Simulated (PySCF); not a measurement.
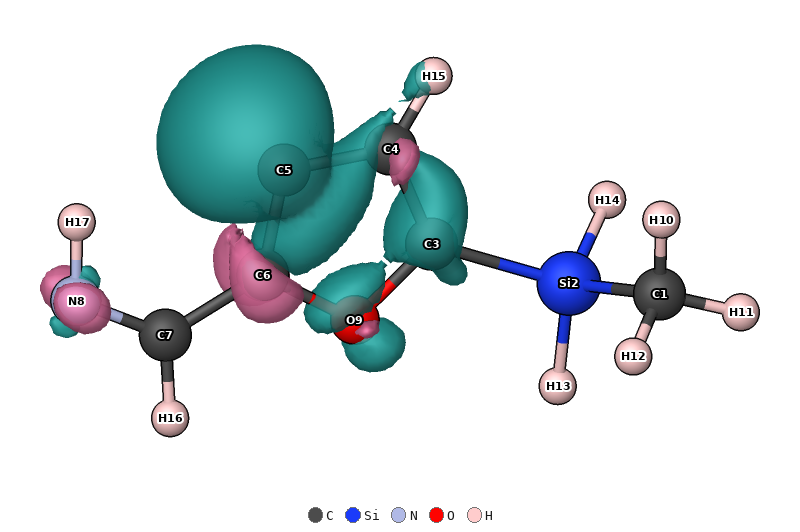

Figure. C6H8NOSi (SMILES [H]/N=C\c1[c]cc([SiH2]C)o1) (doublet). Isosurfaces of the spin density at +0.015 (teal) and −0.015 e/Å³ (pink), seen at a tilt.

Geometry: GFN2-xTB.

These are results of PySCF 2.14.0, density-fitted response routines, UKS B3LYP, pcH-1 on C H N O Si, non-relativistic, mean-field spin-orbit, GIAO, not measurements.

```tsv
atom	x (Å)	y (Å)	z (Å)
C	-3.0461	0.2873	-0.6026
Si	-1.8625	-1.0677	0.0027
C	-0.1958	-0.2820	0.3877
C	0.2272	0.5329	1.4177
C	1.5663	0.7811	1.1507
C	1.9190	0.1265	-0.0077
C	3.1771	0.0645	-0.7016
N	4.2539	0.6240	-0.3509
O	0.8192	-0.5283	-0.4706
H	-3.1446	1.0847	0.1293
H	-4.0370	-0.1183	-0.7830
H	-2.6992	0.7348	-1.5303
H	-1.6205	-2.0778	-1.0291
H	-2.3640	-1.6703	1.2431
H	-0.3663	0.8835	2.2352
H	3.1890	-0.5230	-1.6147
H	4.1775	1.1601	0.5143
```

Which atoms carry the spin?

The unpaired spin (1 electron) lies mostly on C5 (about 0.8), in electrons by Hirshfeld's partition.
